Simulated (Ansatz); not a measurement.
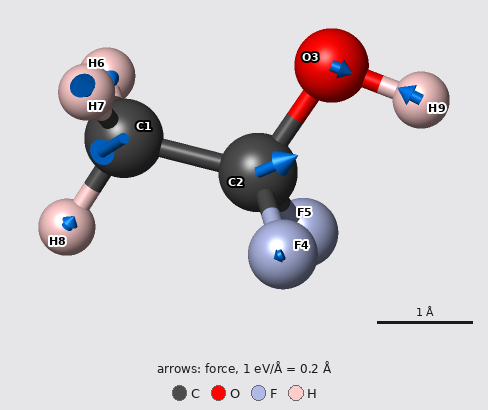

Starting geometry of C$_{2}$H$_{4}$F$_{2}$O (coarse preliminary run) with the computed forces as blue arrows. Style: ball-and-stick. Shown at a tilt.

The start comes from a force field.

Level of theory: Ansatz, RKS PBE-D4/def2-SVP. (force threshold 0.03 eV/Å; at most 200 steps)

Q: Is this structure relaxed? If not, where do the atoms go?

A: It isn't relaxed: the largest force vector, on C1, is 3.76 eV/Å. The final displacements follow the starting forces only in part (cosine between the two patterns 0.63). The largest move after the best rigid fit is that of H9, 0.071 Å. By element the largest moves are H 0.071 Å, F 0.058 Å, C 0.046 Å, O 0.012 Å. Near-neighbour distances that change, for instance: C1–H7 1.053 → 1.105 Å, C1–C2 1.460 → 1.510 Å, C1–H6 1.144 → 1.105 Å, C2–F5 1.347 → 1.382 Å. Bond angles that change, for instance: H6–C1–H8 103.4° → 109.5°, C2–C1–H7 114.5° → 109.7°, O3–C2–F4 106.6° → 110.1°. Over 5 geometry steps the energy falls by 22.1 kJ/mol. The largest force component goes from 2.9 to 0.013 eV/Å. Cost: 11 s on 2 threads of Arm Neoverse V1, with other jobs on the host.
